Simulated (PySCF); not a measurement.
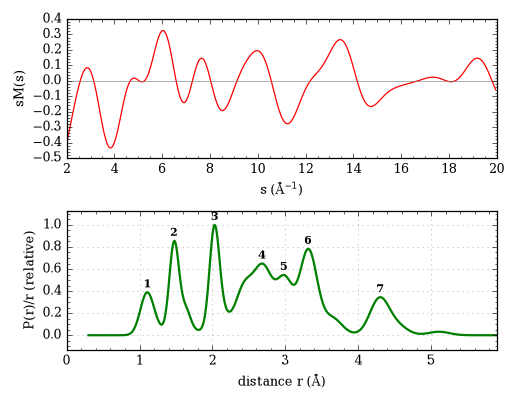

Simulated gas electron diffraction: reduced molecular intensity sM(s) from the Debye equation in the first Born approximation (top) and the radial distribution curve (bottom) of C₃H₁₁BBrN. Each pair of atoms contributes with weight ZᵢZⱼ/r; damping constant 0.001 Å²; vibrational amplitudes assumed, not computed: 0.05 Å for bonds, 0.078 Å for bonds to H, 0.06 + 0.015 r up to 0.15 Å for other pairs. The geometry is the end point of an optimisation (PBE0-D3(BJ)/def2-SVP geometry optimisation, gas phase (PySCF 2.14.0, density-fitted response routines)); it may be a saddle point or a higher isomer.

Q: Which pairs of atoms lie under the numbered peaks? Mark bonded pairs by – and others by ···.

A: Peak 1, 1.11 Å: C–H 1.10 Å (×9), B–H 1.22 Å (×2), not resolved
Peak 2, 1.48 Å: N–C 1.47–1.48 Å (×3); in its flanks N–B 1.63 Å
Peak 3, 2.03 Å: Br–B 2.03 Å, N···H 2.10–2.12 Å (×9), not resolved
Peak 4, 2.68 Å: C···B 2.49–2.56 Å (×3), C···H 2.63–2.79 Å (×16), B···H 2.66–2.76 Å (×6), Br···H 2.70–2.76 Å (×4), not resolved; in its flanks C···C 2.41–2.42 Å
Peak 5, 2.98 Å: Br···N 2.99 Å
Peak 6, 3.31 Å: Br···C 3.31 Å (×2), C···H 3.36–3.57 Å (×8), not resolved; in its flanks Br···H 3.66 Å
Peak 7, 4.30 Å: Br···C 4.29 Å, Br···H 4.30–4.55 Å (×4), not resolved
